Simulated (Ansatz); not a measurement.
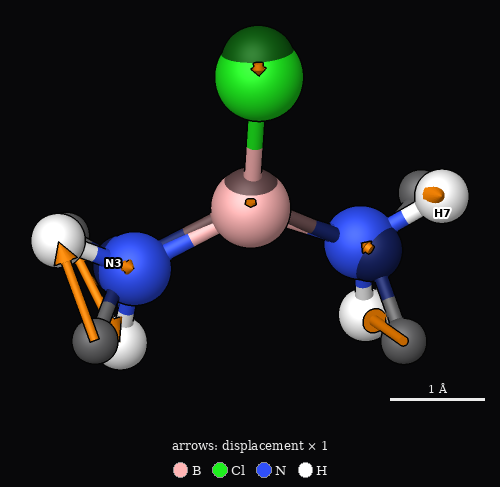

This is a relaxation of BN2H4Cl. The starting structure is drawn faded, the final one solid; orange arrows show the displacements, at their true length. The two geometries are superimposed by the best rigid fit.

The picture is a ball-and-stick view, seen at a tilt.

The run prepares the start of a later molecular dynamics calculation, from a guessed geometry.

Method: Ansatz, RKS B3LYP-D4/def2-SVP.

Input file:
```yaml
crystal:
  periodic: [false, false, false]
  atoms:
    - { symbol: B, position_ang: [0.0, 0.0, 0.0] }
    - { symbol: Cl, position_ang: [0.0, 0.0, 1.86] }
    - { symbol: "N", position_ang: [1.3423, 0.0, -0.775] }
    - { symbol: H, position_ang: [1.8089, -0.9179, -1.0268] }
    - { symbol: H, position_ang: [1.7937, 0.9179, -1.0532] }
    - { symbol: "N", position_ang: [-1.3423, 0.0, -0.775] }
    - { symbol: H, position_ang: [-2.0112, -0.8164, -0.6764] }
    - { symbol: H, position_ang: [-1.5914, 0.8164, -1.4036] }
basis:
  gaussian: { orbitals: def2-SVP }
hamiltonian:
  xc: b3lyp
  dispersion: d4
relax:
  f_tol: 0.02
  max_steps: 40
output:
  orbitals: {}
```

Run as
```bash
ansatz run input.yaml --threads 1 --pin off --max-ram 2048MiB --backend cpu --events-out ev --progress --plain --runs-dir out
```

### Atoms of which element are displaced furthest, and by how much?

Hydrogen: up to 1.31 Å, against 0.16 Å for chlorine.

### Describe the change and its energy.

The atom that moves furthest after the best rigid fit is H4 (1.31 Å). By element the largest moves are H 1.31 Å, Cl 0.16 Å, N 0.15 Å, B 0.09 Å. Among the contacts that change: B1–N3 1.550 → 1.409 Å, B1–Cl2 1.860 → 1.806 Å, N3–H4 1.060 → 1.012 Å. Bond angles that change, for instance: H4–N3–H5 120.0° → 114.3°, N3–B1–N6 120.0° → 124.7°, B1–N3–H4 120.0° → 123.7°. Groups turn about B1–N3 by about 90°, B1–N6 by about 65°. After 12 geometry steps the energy has fallen by 223.0 kJ/mol. Largest force component: 2.4 eV/Å at the start, 0.0028 eV/Å at the end.
